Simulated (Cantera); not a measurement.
Input: 1 mol AlCl3, 2.2 mol O2, 1.3 mol H2, 0.086 mol H2O, equilibrated at 1.20 mbar.

Cantera equilibrium calculation (NASA polynomials, part measured and part estimated; ideal gas, pure solids and liquids). Candidate condensed phases: Al, AlCl3, Al2O3, H2O; 29 gas species. Rates play no part.

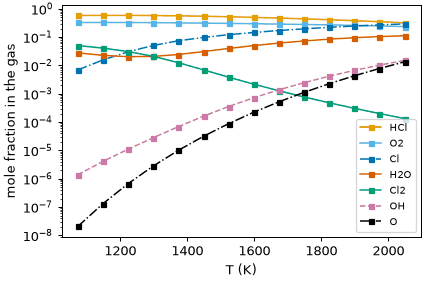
Equilibrium gas composition (values under 1e-9 drawn at 1e-9)

From 1073 K to 2048 K the condensed part is Al2O3(s). The main Al-bearing gas is AlCl3 at 1073 K and AlOCl at 2048 K.
